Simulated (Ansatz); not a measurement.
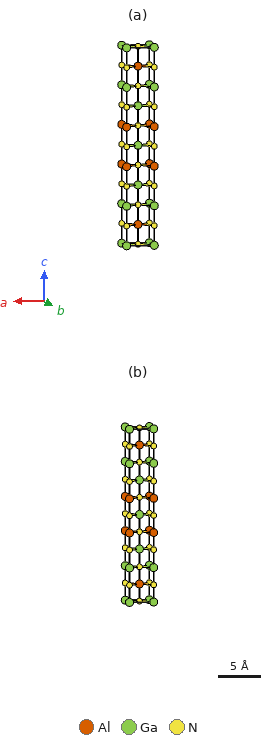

The structure of a crystal of Al2Ga3N5 (a generated structure, set up in I4/mmm) (coarse preliminary run) before (top) and after (bottom) a relaxation, at one scale.

Style: ball-and-stick. Shown: the conventional cell (2 times the calculation's cell), from a free direction. Lengths and directions refer to the drawn axes.

Level of theory: Ansatz, DFT PBE, scalar-relativistic, plane waves, PAW. (plane-wave cutoff 420 eV; k-point mesh 8 × 8 × 8; occupations gaussian; smearing width 0.1 eV; no spin polarisation; cell and atoms relaxed; force threshold 0.04 eV/Å; at most 70 steps)

Question: Summarise the run.

Answer: After 5 accepted moves (7 points after the start) the energy has fallen by 768 meV per atom. The largest force component goes from 0.42 to 0.017 eV/Å. Pressure: −35.94 GPa at the start and 0.00 GPa at the end. At 2 points the geometry stayed and the basis and grid were re-selected for the new cell (energy shift of 3.3 meV per atom at most each time). The largest moves relative to the cell, 0.050 Å, are those of N atoms. Largest moves by element: N 0.050 Å, Al 0.025 Å, Ga 0.018 Å. The volume changes by −33.3 %, with a = b 3.395 → 2.964 Å (−12.7 %), c 24.004 → 20.997 Å (−12.5 %). Some distances before and after: Al–N 2.400 → 2.074 Å, Ga–N 2.400 → 2.082 Å, Al–N 2.400 → 2.096 Å, Ga–N 2.400 → 2.168 Å. The space group stays I4/mmm (No. 139). Cost: 110 s on 4 threads of Intel(R) Xeon(R) Processor @ 2.50GHz (Skylake/Cascade Lake), with other jobs on the host, peak memory 0.7 GiB.
